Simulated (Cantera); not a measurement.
Charge: 1 mol PbO, a varied amount of H₂, 7.2 mol H₂O, at 1625 °C and 1280 Torr.

Equilibrium computed with Cantera from the NASA thermochemical tables; the gas is ideal and each condensed phase is pure. Candidate condensed phases: H₂O, Pb, PbO, PbO₂, Pb₃O₄; 12 gas species. Gases not in the tables: (PbO)n polymers. The numbers say what is thermodynamically allowed, not how fast it happens.

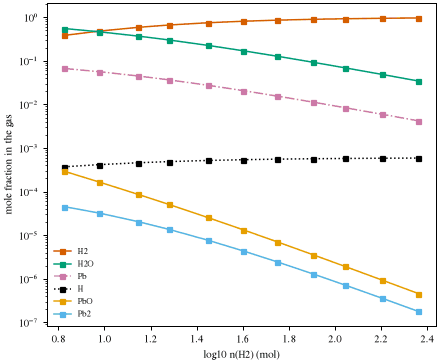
Figure: Equilibrium gas composition (values under 1e-9 drawn at 1e-9)

From 6.7 mol H₂ to 230 mol H₂ nothing is condensed.
